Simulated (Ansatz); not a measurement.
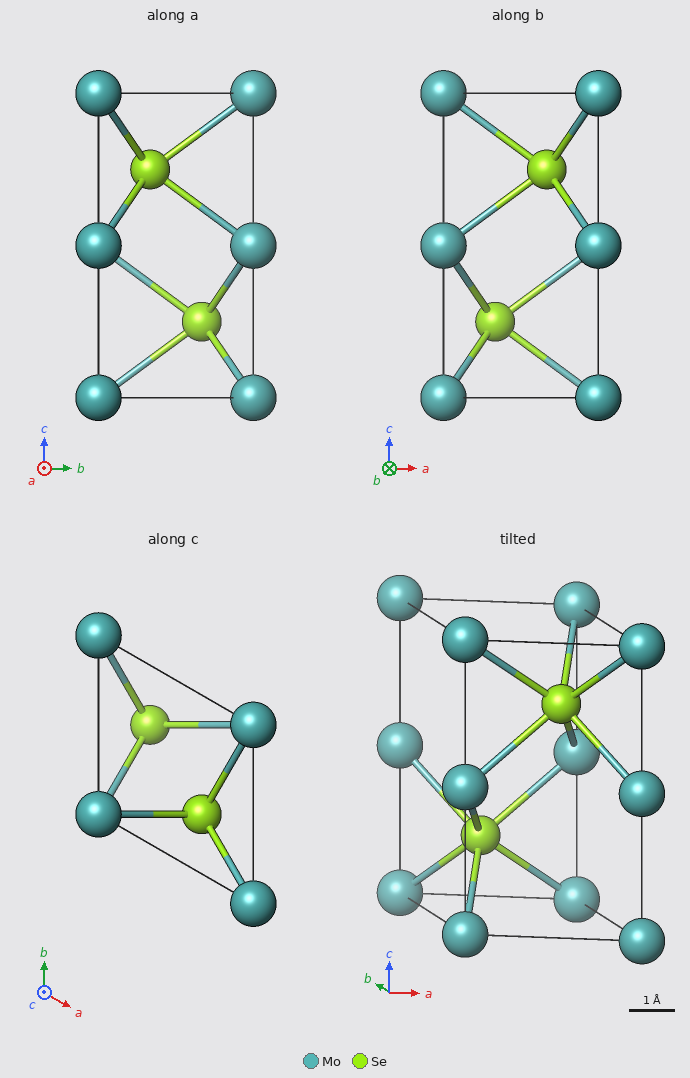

We look at a ball-and-stick model of the crystal along the a axis, along the b axis, along the c axis and slightly off an axis. The wireframe shows the conventional unit cell.

Lattice parameters: a = 4.0578 Å, b = 4.0578 Å, c = 6.9089 Å, α = 90.000°, β = 90.000°, γ = 120.000°.

**From the views, write a CIF with its space group and independent sites.**

```cif
data_structure
_symmetry_space_group_name_H-M 'P 63/m m c'
_symmetry_Int_Tables_number 194
_cell_length_a 4.0578
_cell_length_b 4.0578
_cell_length_c 6.9089
_cell_angle_alpha 90.000
_cell_angle_beta 90.000
_cell_angle_gamma 120.000
_cell_volume 98.52
loop_
_atom_site_label
_atom_site_type_symbol
_atom_site_symmetry_multiplicity
_atom_site_Wyckoff_symbol
_atom_site_fract_x
_atom_site_fract_y
_atom_site_fract_z
_atom_site_occupancy
Mo1 Mo 2 a 0.0000 0.0000 0.0000 1
Se1 Se 2 c 0.3333 0.6667 0.2500 1
```

The structure was taken from a structure type filled with these elements by a generator (whether the compound takes this form wasn't checked). Earlier steps of the study, as a rule a relaxation of our own, may have changed the cell and positions, so they can lie some per cent off the listed ones. It was set up as input for a calculation with Ansatz.
